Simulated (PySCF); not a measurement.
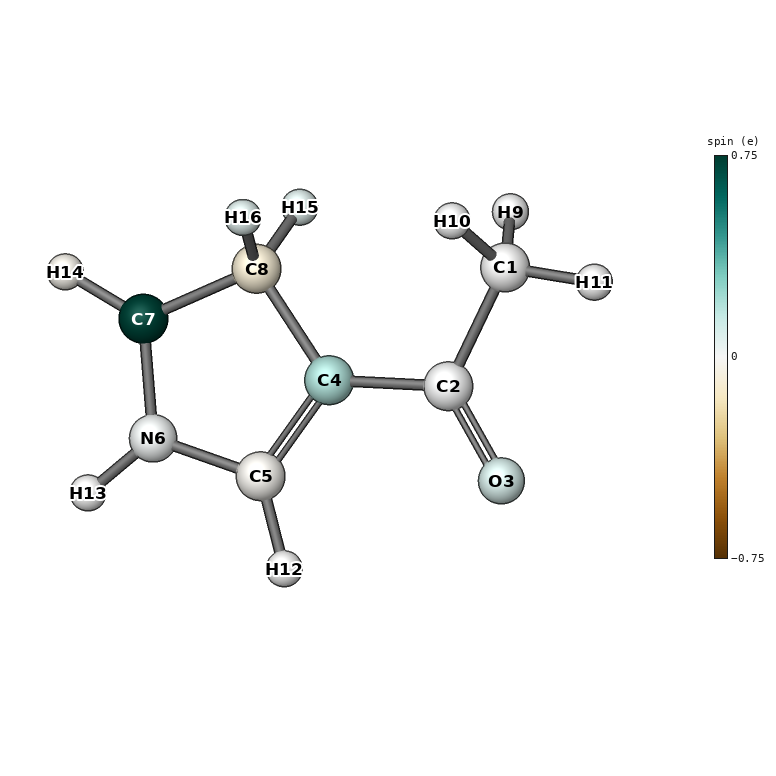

Atoms are coloured by their Mulliken spin populations. The species is neutral and a spin doublet. Computed geometry: GFN2-xTB optimisation. No frequency run is at hand to confirm it as a minimum. Properties computed with UKS B3LYP, pcH-1 on C H N O, non-relativistic (PySCF 2.14.0).

List the Mulliken spin populations.

```csv
atom,value (e)
C1,0.00
C2,0.00
O3,0.09
C4,0.20
C5,−0.02
N6,0.01
C7,0.73
C8,−0.10
H9,0.00
H10,0.00
H11,0.00
H12,0.00
H13,0.00
H14,−0.03
H15,0.06
H16,0.06
```

Mulliken values depend strongly on the basis set.
